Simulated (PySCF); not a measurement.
**H₂Hg (Hg(H)2): density, localisation and related maps**

The calculation's input:

```
mol = gto.M(atom='''
Hg    -0.00000     0.00000     0.48266
H      1.65622    -0.00000     0.48307
H     -1.65622     0.00000     0.48307''',
    basis={'Hg': 'def2-SVP', 'H': 'def2-SVP'},
    ecp={'Hg': 'def2-SVP'},
    charge=0, spin=0)
mf = dft.RKS(mol, xc='PBE0')
mf.grids.atom_grid = (75, 302)  # f atoms: at least (60, 302), unpruned
mf = mf.density_fit()  # Hg def2-universal-JKFIT, H def2-universal-JKFIT
mf.conv_tol = 1e-09; mf.max_cycle = 55
mf.kernel(dm0)
```

Launched as:

```sh
OMP_NUM_THREADS=2 python run.py
```

Core potentials replace the inner electrons of Hg.

Method: RKS PBE0, Hg def2-SVP with ECP60, H def2-SVP; non-relativistic Hamiltonian with scalar-relativistic core potentials where named; density fitting (PySCF 2.14.0).

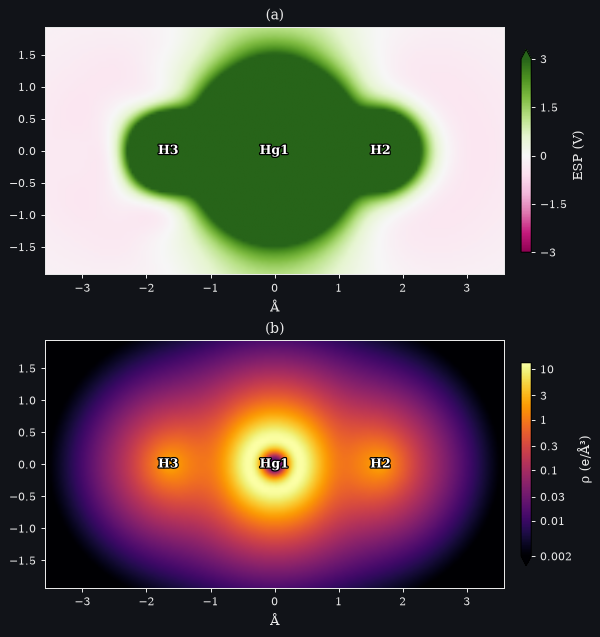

Figure 1. (a) molecular electrostatic potential; (b) electron density on a plane that holds the molecular axis.

Question: Describe what can be read from this map.

Answer: The plane passes through Hg and H nuclei.
Hg–H (1.66 Å): ρ is about 1.9 e/Å³ halfway.
Outside the dense part of the molecule the potential is most negative (−0.4 V) near H2 and H3.

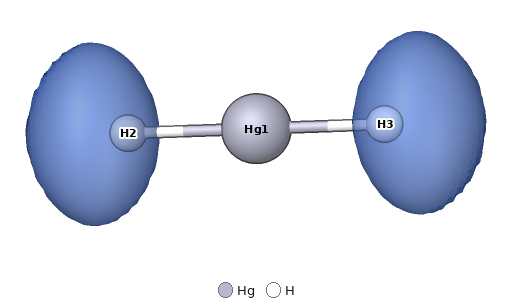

Figure 2. Isosurface of the electron localisation function at 0.9 (blue), seen from one side. Core shells and regions of very low density are left out.

Question: What do the ELF domains correspond to?

Answer: The ELF exceeds this value in two regions around hydrogen nuclei. Along the contacts the grid gives the following. Hg–H (1.66 Å): the ELF climbs to about 1 towards the hydrogen.

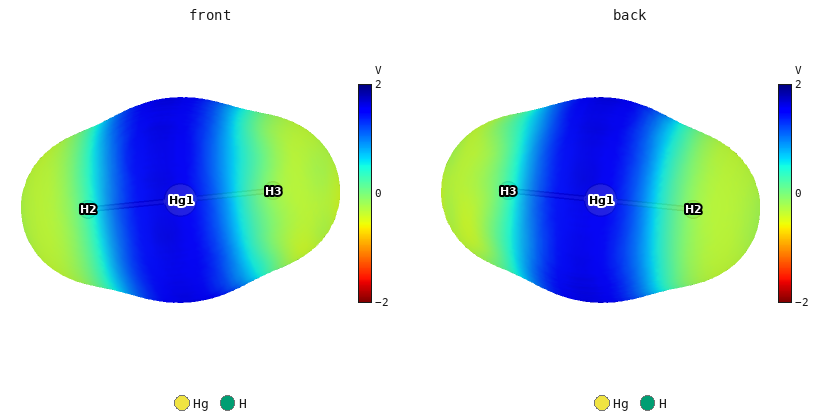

Figure 3. The electrostatic potential painted on the density surface at 0.004 e/bohr³, seen from the front and from behind; red is negative and blue positive.

Question: Describe the electrostatic potential map.

Answer: The most negative region (about −0.4 V) lies over H3, the most positive (about +1.6 V) over Hg1.
